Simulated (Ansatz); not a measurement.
## ZnS (F-43m): the dielectric response against the k mesh

Aim: how dense a k mesh do ε∞ and the zone-centre modes of ZnS (F-43m) need?

Calculated with Ansatz 0.2.0; DFT LDA, scalar-relativistic, plane waves, PAW; PAW set soft_1.

The database entry behind the starting cell differs from later determinations by our own check (about 0.1 % short), so it need not match the best structure at ambient conditions.

### 1. Starting point

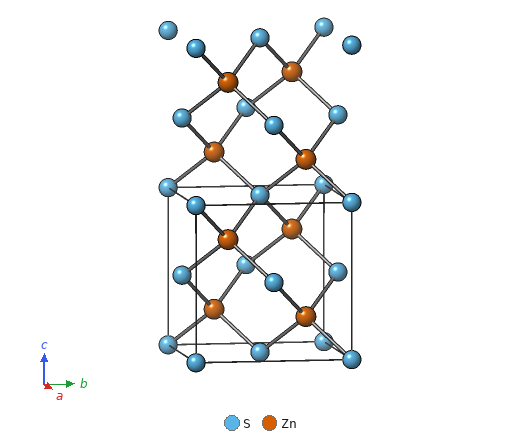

The cell as given, slightly off an axis (sulfur blue, zinc orange). 1×1×2 cells are drawn. This picture shows the conventional cell, with its axes. Bonds to atoms that aren't drawn are left out. Some periodic images of atoms are drawn too.

Structure file:

```cif
data_structure
_symmetry_space_group_name_H-M 'P 1'
_symmetry_Int_Tables_number 1
_cell_length_a 3.8212
_cell_length_b 3.8212
_cell_length_c 3.8212
_cell_angle_alpha 60.000
_cell_angle_beta 60.000
_cell_angle_gamma 60.000
_cell_volume 39.45
loop_
_atom_site_label
_atom_site_type_symbol
_atom_site_fract_x
_atom_site_fract_y
_atom_site_fract_z
_atom_site_occupancy
S1 S 0.00000 0.00000 0.00000 1
Zn2 Zn 0.75000 0.75000 0.75000 1
```

### 2. Bringing the structure to rest

Harmonic phonons are second derivatives at a point where the forces vanish, and they are wanted at zero stress, so atoms and cell are relaxed first.

input.yaml

```yaml
crystal:
  lattice:
    - [0.0, 2.702, 2.702]
    - [2.702, 0.0, 2.702]
    - [2.702, 2.702, 0.0]
  atoms:
    - { symbol: S, position: [0.0, 0.0, 0.0] }
    - { symbol: Zn, position: [0.75, 0.75, 0.75] }
kpoints:
  mp_grid: { grid: [10, 10, 10] }
hamiltonian:
  xc: lda
  pseudopotentials: { kind: paw, azcp: { folder: soft_1 }, xc_functional: pbe }
scf:
  occupations: { method: gaussian, width: 0.02 }
output:
  forces: true
  stress: true
  eigenvalues: true
relax:
  adjacent_minimum: "off"
  f_tol: 0.005
  max_steps: 80
  cell: { stress_tol: 0.05 }
```

Started as:

```bash
> ansatz run input.yaml --threads 4 --pin off --max-ram 10240MiB --backend cpu --events-out ev --progress --plain --runs-dir out
```

Numbers of over 12 decimals in the logs are rounded to 6 here.

Output:

```text
Engine: ansatz 0.2.0, x86_64-unknown-linux-gnu
Pseudopotentials: kind: paw
Pseudopotential: S, paw, valence charge 6, recommended cutoff 420 eV (normal), soft_1/S.paw.azcp
Pseudopotential: Zn, paw, valence charge 12, recommended cutoff 420 eV (normal), soft_1/Zn.paw.azcp
Functional definition: SPW92
  exchange = slater_x
  correlation = pw_c
Crystal: 2 atoms, lattice volume = 39.454 Å³
Basis set: ecut = 420 eV, 749 PW (Γ)
Bands: 13, of which v1, the nominal top of the filled ones, is band 9 counted from 1 (8 counted from 0)
Symmetry: 24 space group operations
Space group: F-43m (ITA 216), of the structure as read, at distance tolerance 3.4e-5 Å
k-points: 47 of 1000 (time reversal used)
Non-local potential: S, projectors of the file, l = 0: 2, l = 1: 2, l = 2: 1
Non-local potential: Zn, projectors of the file, l = 0: 2, l = 1: 2, l = 2: 3, l = 3: 1
PAW form: soft (Blöchl's): semilocal exchange-correlation on the pseudo side does not see the compensation charge
PAW frozen core: S, regenerated for the run's functional, and the local potential with it (the file was generated under x = pbe(κ = 0.804, μ = 0.219515), c = pbe(β = 0.066725))
PAW frozen core: Zn, regenerated for the run's functional, and the local potential with it (the file was generated under x = pbe(κ = 0.804, μ = 0.219515), c = pbe(β = 0.066725))
PAW one-centre angular grid: S, 110 points (default); XC on 64 Gauss nodes
PAW one-centre angular grid: Zn, 590 points (default); XC on 64 Gauss nodes
Initial density: superposition of atomic densities (chi_scale 0.1, normalization cell, long waves kept (reshape's long-wave potential 0.00 eV rms))
Initial wavefunctions: pseudopotential atomic-orbital guess
Functional: x = slater, c = lda
SCF iter   1: F=—  HF=-4117.509465 eV  |F-HF|=—  |Δ(HF+E_count)|=         —  Δρ=3.81e-2  dr2=3.36e-1  ethr=3.10e-3  ⟨swp⟩=6.5  Hψ=4482  notcnv=0
preconditioner: auto → none  [insulator: Δε(μ)=2.092 eV  Ē_g=12.511 eV  σ=0.020 eV  W_gap=1.00  n_scr=14 (ndim 8)  ℏωp=25.1 eV  f_vac=0.000  D(μ)=0.00/eV (n_scr^D=0)  ε∞_Penn≈5.0]
SCF iter   2: F=—  HF=-4117.425619 eV  |F-HF|=—  |Δ(HF+E_count)|=   8.38e-2  Δρ=1.42e-2  dr2=4.22e-2  ethr=1.87e-3  ⟨swp⟩=2.0  Hψ=1551  notcnv=0
SCF iter   3: F=—  HF=-4117.412497 eV  |F-HF|=—  |Δ(HF+E_count)|=   1.31e-2  Δρ=9.45e-3  dr2=1.72e-2  ethr=2.34e-4  ⟨swp⟩=2.0  Hψ=1185  notcnv=0
SCF iter   4: F=—  HF=-4117.408095 eV  |F-HF|=—  |Δ(HF+E_count)|=   4.40e-3  Δρ=2.09e-3  dr2=1.20e-3  ethr=9.58e-5  ⟨swp⟩=2.0  Hψ=1542  notcnv=0
SCF iter   5: F=—  HF=-4117.407971 eV  |F-HF|=—  |Δ(HF+E_count)|=   1.24e-4  Δρ=6.15e-4  dr2=8.33e-5  ethr=6.67e-6  ⟨swp⟩=2.4  Hψ=1074  notcnv=0
SCF iter   6: F=—  HF=-4117.407989 eV  |F-HF|=—  |Δ(HF+E_count)|=   1.76e-5  Δρ=9.31e-5  dr2=1.46e-6  ethr=4.63e-7  ⟨swp⟩=2.3  Hψ=1016  notcnv=0
SCF iter   7: F=-4117.407988 eV  HF=-4117.407988 eV  |F-HF|=1.41e-8  |Δ(HF+E_count)|=   1.21e-7  Δρ=8.63e-6  dr2=2.02e-8  ethr=5.56e-10  ⟨swp⟩=5.1  Hψ=3833  notcnv=0
SCF 1 converged in 7 iterations: F = -4117.407988 eV  dr2 = 2.02e-8
  greatest PAW one-centre occupation: 0.984 electrons in one spin orbital (limit 2), on the Zn atom at site 1 (counted from 0), in its partial waves of l = 2
relax step   1: F+E_penalty+E_count = -4117.40798838 eV  Δ(F+E_penalty+E_count) = +0.000e0 eV  max|allowed force component| = 2.128e-16 eV/Å  Δτ_max = 0.0000 Å  P = -4.555 GPa  Ω = 39.454 Å³  (7 SCF iters, dr2 threshold 1.00e-7 eV, accepted)
Crystal: 2 atoms, lattice volume = 38.079 Å³
Basis set: ecut = 420 eV, 725 PW (Γ)
Initial density: handed on by an earlier stage of this run
Initial wavefunctions: those handed on with the density
iter 1 solved again at ethr=6.43e-6 eV; its pass at ethr=3.10e-3 eV (dr2=1.16e-3 eV) is discarded
SCF iter   1: F=—  HF=-4117.437456 eV  |F-HF|=—  |Δ(HF+E_count)|=         —  Δρ=1.64e-3  dr2=1.12e-3  ethr=6.43e-6  ⟨swp⟩=2.0  Hψ=5285  notcnv=0
preconditioner: auto → none  [insulator: Δε(μ)=2.018 eV  Ē_g=12.301 eV  σ=0.020 eV  W_gap=1.00  n_scr=14 (ndim 8)  ℏωp=25.5 eV  f_vac=0.010  D(μ)=0.00/eV (n_scr^D=0)  ε∞_Penn≈5.3]
SCF iter   2: F=—  HF=-4117.437125 eV  |F-HF|=—  |Δ(HF+E_count)|=   3.31e-4  Δρ=6.39e-4  dr2=1.67e-4  ethr=6.21e-6  ⟨swp⟩=2.7  Hψ=1170  notcnv=0
SCF iter   3: F=—  HF=-4117.437091 eV  |F-HF|=—  |Δ(HF+E_count)|=   3.38e-5  Δρ=4.96e-4  dr2=4.81e-5  ethr=9.30e-7  ⟨swp⟩=2.0  Hψ=987  notcnv=0
SCF iter   4: F=—  HF=-4117.437075 eV  |F-HF|=—  |Δ(HF+E_count)|=   1.59e-5  Δρ=8.23e-5  dr2=1.80e-6  ethr=2.67e-7  ⟨swp⟩=2.1  Hψ=919  notcnv=0
SCF iter   5: F=-4117.437075 eV  HF=-4117.437075 eV  |F-HF|=2.14e-8  |Δ(HF+E_count)|=   3.29e-7  Δρ=2.27e-5  dr2=8.17e-8  ethr=1.11e-9  ⟨swp⟩=4.0  Hψ=2988  notcnv=0
SCF 2 converged in 5 iterations: F = -4117.437075 eV  dr2 = 8.17e-8
  greatest PAW one-centre occupation: 0.983 electrons in one spin orbital (limit 2), on the Zn atom at site 1 (counted from 0), in its partial waves of l = 2
relax step   2: F+E_penalty+E_count = -4117.43707470 eV  Δ(F+E_penalty+E_count) = -2.909e-2 eV  max|allowed force component| = 5.089e-17 eV/Å  Δτ_max = 0.0000 Å  P = -2.026 GPa  Ω = 38.079 Å³  energy of the carried Pulay correction = +4.901e-4 eV  (5 SCF iters, dr2 threshold 2.00e-7 eV, accepted)
Crystal: 2 atoms, lattice volume = 37.045 Å³
iter 1 solved again at ethr=4.54e-6 eV; its pass at ethr=3.10e-3 eV (dr2=8.18e-4 eV) is discarded
SCF iter   1: F=—  HF=-4117.443653 eV  |F-HF|=—  |Δ(HF+E_count)|=         —  Δρ=1.40e-3  dr2=7.64e-4  ethr=4.54e-6  ⟨swp⟩=2.0  Hψ=5321  notcnv=0
preconditioner: auto → none  [insulator: Δε(μ)=2.139 eV  Ē_g=12.442 eV  σ=0.020 eV  W_gap=1.00  n_scr=14 (ndim 8)  ℏωp=25.9 eV  f_vac=0.009  D(μ)=0.00/eV (n_scr^D=0)  ε∞_Penn≈5.3]
SCF iter   2: F=—  HF=-4117.443433 eV  |F-HF|=—  |Δ(HF+E_count)|=   2.20e-4  Δρ=5.64e-4  dr2=1.19e-4  ethr=4.24e-6  ⟨swp⟩=2.5  Hψ=1146  notcnv=0
SCF iter   3: F=—  HF=-4117.443408 eV  |F-HF|=—  |Δ(HF+E_count)|=   2.51e-5  Δρ=4.11e-4  dr2=3.20e-5  ethr=6.60e-7  ⟨swp⟩=2.0  Hψ=987  notcnv=0
SCF iter   4: F=—  HF=-4117.443397 eV  |F-HF|=—  |Δ(HF+E_count)|=   1.03e-5  Δρ=7.12e-5  dr2=1.32e-6  ethr=1.78e-7  ⟨swp⟩=2.1  Hψ=905  notcnv=0
SCF iter   5: F=-4117.443397 eV  HF=-4117.443397 eV  |F-HF|=2.07e-8  |Δ(HF+E_count)|=   1.56e-7  Δρ=1.87e-5  dr2=5.33e-8  ethr=1.11e-9  ⟨swp⟩=6.3  Hψ=3339  notcnv=0
SCF 3 converged in 5 iterations: F = -4117.443397 eV  dr2 = 5.33e-8
relax step   3: F+E_penalty+E_count = -4117.44339709 eV  Δ(F+E_penalty+E_count) = -6.322e-3 eV  max|allowed force component| = 3.238e-17 eV/Å  Δτ_max = 0.0000 Å  P = +0.243 GPa  Ω = 37.045 Å³  energy of the carried Pulay correction = +8.705e-4 eV  (5 SCF iters, dr2 threshold 2.00e-7 eV, accepted)
[...]
relax step   4: F+E_penalty+E_count = -4117.44343482 eV  Δ(F+E_penalty+E_count) = -3.773e-5 eV  max|allowed force component| = 7.055e-17 eV/Å  Δτ_max = 0.0000 Å  P = -0.011 GPa  Ω = 37.153 Å³  energy of the carried Pulay correction = +8.302e-4 eV  (4 SCF iters, dr2 threshold 1.48e-7 eV, accepted)
Initial wavefunctions: pseudopotential atomic-orbital guess (no wavefunctions were taken with the density)
iter 1 solved again at ethr=2.32e-7 eV; its pass at ethr=3.10e-3 eV (dr2=4.18e-5 eV) is discarded
SCF iter   1: F=—  HF=-4117.442610 eV  |F-HF|=—  |Δ(HF+E_count)|=         —  Δρ=1.22e-4  dr2=1.54e-6  ethr=2.32e-7  ⟨swp⟩=3.3  Hψ=6449  notcnv=0
preconditioner: auto → none  [insulator: Δε(μ)=2.119 eV  Ē_g=12.431 eV  σ=0.020 eV  W_gap=1.00  n_scr=14 (ndim 8)  ℏωp=25.8 eV  f_vac=0.014  D(μ)=0.00/eV (n_scr^D=0)  ε∞_Penn≈5.3]
SCF iter   2: F=—  HF=-4117.442610 eV  |F-HF|=—  |Δ(HF+E_count)|=   4.81e-8  Δρ=1.25e-4  dr2=2.39e-6  ethr=8.56e-9  ⟨swp⟩=2.0  Hψ=991  notcnv=0
SCF iter   3: F=—  HF=-4117.442612 eV  |F-HF|=—  |Δ(HF+E_count)|=   1.09e-6  Δρ=1.07e-4  dr2=2.46e-6  ethr=8.56e-9  ⟨swp⟩=2.0  Hψ=987  notcnv=0
SCF iter   4: F=—  HF=-4117.442610 eV  |F-HF|=—  |Δ(HF+E_count)|=   1.21e-6  Δρ=3.82e-6  dr2=2.62e-9  ethr=8.56e-9  ⟨swp⟩=2.0  Hψ=987  notcnv=0
SCF iter   5: F=—  HF=-4117.442610 eV  |F-HF|=—  |Δ(HF+E_count)|=  3.72e-10  Δρ=1.26e-6  dr2=1.74e-10  ethr=1.46e-11  ⟨swp⟩=2.0  Hψ=1036  notcnv=0
SCF iter   6: F=-4117.442610 eV  HF=-4117.442610 eV  |F-HF|=2.73e-12  |Δ(HF+E_count)|=  3.55e-11  Δρ=1.28e-7  dr2=1.78e-12  ethr=1.00e-12  ⟨swp⟩=6.6  Hψ=2935  notcnv=0
SCF 5 converged in 6 iterations: F = -4117.442610 eV  dr2 = 1.78e-12
relax step   5: F+E_penalty+E_count = -4117.44261035 eV  Δ(F+E_penalty+E_count) = +8.245e-4 eV  max|allowed force component| = 6.708e-17 eV/Å  Δτ_max = 0.0000 Å  P = -0.013 GPa  Ω = 37.153 Å³  stress off target by 1.30e-2 GPa  SCF on the basis re-selected at this cell (its energy is not comparable with the rows above)  (6 SCF iters)
basis re-selected at this cell: Δ(F+E_penalty+E_count) = +8.245e-4 eV, ΔP = -0.002 GPa vs the last step (what re-selecting the basis moved, of the pressure what is left beyond the Pulay correction that the steps carried, after the strain that the cell walked since its last selection, with what the two solves' SCF thresholds leave and, on support functions, any second-order correction that the steps lacked; it is no m [...]
SCF converged after 6 iterations
Free energy (F): -4117.442610 eV
Harris-Foulkes:  -4117.442610 eV  (|F-HF|=2.73e-12)
Internal energy: -4117.442610 eV  (E = F + TS)
E sigma→0 (E₀):  -4117.442610 eV
Fermi energy:    7.356606 eV
--- Per-component energies (eV) ---
  E_band       = 8.485699
  E_kinetic    = 255.847976
  E_local      = -2233.151903  (includes V_loc(G=0)·N_el)
  E_nonlocal   = 857.446237
  E_hartree    = 848.201191
  E_xc         = -166.838497
  E_vxc        = -135.718068  (∫ρ·V_xc dr)
  E_paw        = -2401.925805  (= ΣΔE_a)
  E_vpaw       = -432.340693  (= ΣTr[D̂ρ^β])
  E_aug_tail   = -0.000258  (compensation charges beyond the density's cutoff)
  E_ewald      = -1278.731892
  E_core_change = 1.710341  (= ΣΔE_core)
  E_smearing   = -0.000000  (= −TS)
  E_closure    = -0.000000  (closes the sum)
  Σ components = -4117.442610   (vs F -4117.442610, Δ=0.00e0)
--- Forces (eV/Å), atoms counted from 1 ---
  atom   1  S     -0.00000000     0.00000000     0.00000000
  atom   2  Zn     0.00000000    -0.00000000    -0.00000000
  max |Σ_I F_I| component: 2.78e-17 eV/Å
--- Stress (GPa, compression-positive) ---
       -0.013000      -0.000000      -0.000000
       -0.000000      -0.013000      -0.000000
       -0.000000       0.000000      -0.013000
  P = ⅓ Tr σ = -0.0130 GPa (-0.130 kbar)
--- Band table (eV; the first three rows and the last of 47) ---
  k-point 0: bands = [... 5 lower, 0.1076, 6.2970, 6.2970, 6.2970, 8.4160, 12.4662, 12.4662, 12.4662]
  k-point 1: bands = [... 5 lower, 0.1059, 5.4422, 6.1863, 6.1863, 9.0502, 12.3935, 12.6515, 12.6515]
  k-point 2: bands = [... 5 lower, 0.1056, 3.9831, 5.9201, 5.9201, 9.6608, 12.7101, 13.0161, 13.0161]
  k-point 46: bands = [... 5 lower, 0.5599, 1.3271, 3.2442, 3.3322, 11.3858, 12.0512, 14.5971, 14.6987]
--- Relaxed structure (4 steps of the walk, 4 accepted, 1 SCFs on fresh bases) ---
  F+E_penalty+E_count = -4117.44261035 eV   max|allowed force component| = 6.708e-17 eV/Å   (the final SCF, on the basis selected at the relaxed cell)
  cell:  # Å, volume = 37.1531 Å³
    - [0, 2.648429, 2.648429]
    - [2.648429, 0, 2.648429]
    - [2.648429, 2.648429, 0]
  atoms:
    - { symbol: S, position: [0, 0, 0] }
    - { symbol: Zn, position: [0.75, 0.75, 0.75] }
```

The job ended after 3.3 s (4 threads of AMD EPYC 7B13 (Zen 3), shared host; peak memory 0.4 GiB).

Step by step:

| step | energy less that of the first step (eV) | largest force component (eV/Å) | pressure (GPa) | volume (Å³) |
| --- | --- | --- | --- | --- |
| 1 | 0.0000 | 0.0000 | -4.55 | 39.45 |
| 2 | -0.0291 | 0.0000 | -2.03 | 38.08 |
| 3 | -0.0354 | 0.0000 | 0.24 | 37.04 |
| 4 | -0.0354 | 0.0000 | -0.01 | 37.15 |
| 5* | -0.0346 | 0.0000 | -0.01 | 37.15 |

Relaxation steps marked * repeat the geometry before them on a plane-wave basis chosen anew for their cell, so energy and pressure can jump there.

Forces are held to the 24 operations that the run works with; a distortion that breaks them can't arise in this run.

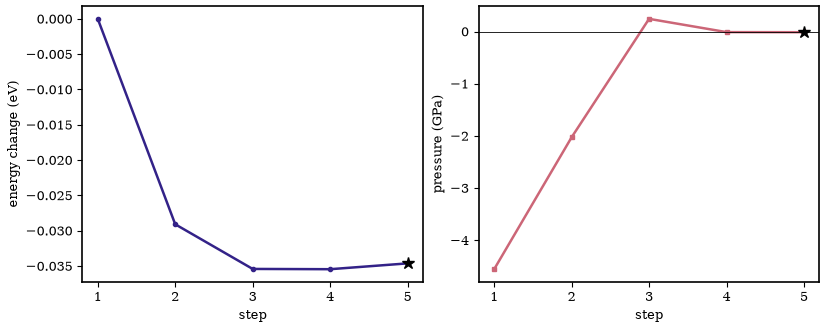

Energy and pressure along the relaxation. Stars mark steps on a basis chosen anew.

| conventional cell, symmetrised | before | after | change |
| --- | --- | --- | --- |
| a (Å) | 5.404 | 5.297 | -2.0 % |
| b (Å) | 5.404 | 5.297 | -2.0 % |
| c (Å) | 5.404 | 5.297 | -2.0 % |
| volume (Å³/atom) | 19.73 | 18.58 | -5.8 % |

Final coordinates:

```
S Zn
1.0
     0.00000    2.64843    2.64843
     2.64843    0.00000    2.64843
     2.64843    2.64843    0.00000
S Zn
1 1
Direct
  0.00000 0.00000 0.00000
  0.75000 0.75000 0.75000
```

This step gave:

```
pressure          : -0.01300 GPa
gap on the k-mesh : 2.119 eV
volume per atom   : 18.58 Å³
```

In this step the volume went from 19.73 to 18.58 Å³/atom.

### 3. Tight relaxation

Phonons need small forces and stress, so the relaxation is finished with tight tolerances on 12×12×12 k points.

input.yaml, the sections that differ from step 2:

```yaml
crystal:
  lattice:
    - [0.0, 2.6484291755, 2.6484291755]
    - [2.6484291755, 0.0, 2.6484291755]
    - [2.6484291755, 2.6484291755, 0.0]
  atoms:
    - { symbol: S, position: [0.0, 0.0, 0.0] }
    - { symbol: Zn, position: [0.75, 0.75, 0.75] }
kpoints:
  mp_grid: { grid: [12, 12, 12] }
scf:
  occupations: { method: fixed }
relax:
  adjacent_minimum: "off"
  f_tol: 0.001
  max_steps: 60
  cell: { stress_tol: 0.01 }
# hamiltonian, output: as in step 2
```

Output:

```text
[...]
Crystal: 2 atoms, lattice volume = 37.153 Å³
Basis set: ecut = 420 eV, 725 PW (Γ)
Bands: 13, of which v1, the nominal top of the filled ones, is band 9 counted from 1 (8 counted from 0)
Symmetry: 24 space group operations
[...]
k-points: 72 of 1728 (time reversal used)
[...]
k-point 71: bands = [... 5 lower, 0.5833, 1.3201, 3.1883, 3.2863, 11.8024, 12.4468, 14.0808, 14.2587]
--- Relaxed structure (2 steps of the walk, 2 accepted, 1 SCFs on fresh bases) ---
[...]
cell:  # Å, volume = 37.1501 Å³
    - [0, 2.648358, 2.648358]
    - [2.648358, 0, 2.648358]
    - [2.648358, 2.648358, 0]
  atoms:
    - { symbol: S, position: [0, 0, 0] }
    - { symbol: Zn, position: [0.75, 0.75, 0.75] }
[key lines of the parts left out:]
SCF converged after 6 iterations
Free energy (F): -4117.442650 eV
Fermi energy:    6.298101 eV
P = ⅓ Tr σ = -0.0059 GPa (-0.059 kbar)
```

Run time: 2.8 s. Hardware: 4 threads; peak memory 0.42 GiB; 10 s of CPU time.

Little changed from the start: no atom moved by 0.005 Å and no cell edge by 0.1 %.

Numbers from this step:

- pressure: -0.005864 GPa

The forces vanish by symmetry and the pressure is -0.006 GPa, within the tolerances set. The cell now holds 18.58 Å³/atom.

(Part 1 of 2 ends here.)

[Logs are printed without paths, hosts, clocks, repeated set-up lines and the standing remarks that a program may print on its own settings, such as how far it seeks lower states.]

[Hosts, paths, dates, database ids (printed as entryN), source tags and the programs' standing remarks are cut or masked in the printed files.]
